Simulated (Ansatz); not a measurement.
# Li+ with PH3: structure and interaction energy

Aim: relax the pair, then compute its interaction energy with counterpoise at many levels, up to CCSD(T).

The runs use Ansatz 0.2.0, Gaussian basis; PBE0-D4 structure, single points in def2-TZVPPD.

Levels: PBE-D4, revPBE-D4, BLYP-D4, r2SCAN-D4, B97M-V, PBE0-D4, B3LYP-D4, HSE06-D4, wB97X-V, wB97M-V, B2PLYP, Hartree-Fock, MP2, CCSD, CCSD(T). The reference is CCSD(T) extrapolated to the basis limit.

Correlated methods freeze the cores. The outer core shell of Li, Na, Mg and K is correlated. B3LYP uses VWN-RPA correlation. B2PLYP carries no dispersion term here.

163 further runs of the same task are left out: 163 set aside as unsound or not needed.

## (1) Where the work starts

The pair, from a GFN2-xTB docking trial: 5 atoms, charge 1, spin multiplicity 1.

Atoms are counted from 1 here; the program's logs count them from 0.

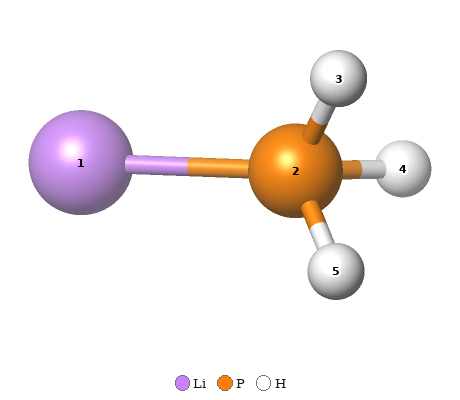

The starting geometry (lithium purple, phosphorus orange, hydrogen white); atoms are numbered from 1 in the order of the file.

Geometry (Å):

```xyz
5
charge 1, multiplicity 1
Li    0.0722    0.0094   -2.4017
P    -0.0007    0.0022    0.0544
H     0.9755   -0.6179    0.8080
H    -1.0543   -0.5626    0.7458
H     0.0073    1.1689    0.7935
```

Atoms 1 to 1 are fragment A (Li+), the rest fragment B (PH3).

## (2) A first relaxation in a small basis

pre/in.yaml

```yaml
crystal:
  periodic: [false, false, false]
  atoms:
    - {symbol: Li, position_ang: [0.072200, 0.009400, -2.401700]}
    - {symbol: P, position_ang: [-0.000700, 0.002200, 0.054400]}
    - {symbol: H, position_ang: [0.975500, -0.617900, 0.808000]}
    - {symbol: H, position_ang: [-1.054300, -0.562600, 0.745800]}
    - {symbol: H, position_ang: [0.007300, 1.168900, 0.793500]}
basis:
  gaussian: {orbitals: def2-SVP}
total_charge: 1
hamiltonian: {xc: pbe, dispersion: d4}
relax: {f_tol: 0.03, max_steps: 250}
```

Run with:

```console
ansatz run in.yaml --threads 2 --pin off --events-out ev --progress --plain --max-ram 5222MiB
```

Further steps of the session: Relaxation at PBE0-D4; wB97X-V/def2-TZVPPD; wB97M-V/def2-TZVPPD; B2PLYP/def2-TZVPPD; B97M-V/def2-TZVPPD; CCSD(T)/def2-TZVPPD; Vibrations of the pair.

Before running it: what results should come out? Wanted: interaction energy, CCSD(T)/CBS; of it Hartree-Fock; D4 term of PBE0-D4; shortest contact; lowest wavenumber.

As calculated:

| quantity | value |
| --- | --- |
| interaction energy, CCSD(T)/CBS | -1135 meV |
| of it Hartree-Fock (basis limit) | -1183 meV |
| D4 term of PBE0-D4 | -10 meV |
| shortest contact | Li1–P2 2.48 Å |
| lowest wavenumber | 331 cm⁻¹ |

What this shows: The pair is bound by 1135 meV at fixed fragment shapes. Hartree-Fock gives 104 % of it, so electrostatics, induction and charge transfer lead. The functionals run from wB97M-V, off by +5 meV, to PBE0-D4, off by -76 meV, against CCSD(T)/CBS. Mean unsigned error by rung: GGA 52, meta-GGA 29, hybrid 69, screened hybrid 76, range-separated hybrid 32, double hybrid 30 meV. PBE-D4 gives an interaction energy 68 meV too low, an error of 6 % of the reference. CCSD(T) moves by -40 meV from triple zeta to the limit; gaps between functionals far smaller than that don't rank them. A lower arrangement may exist.
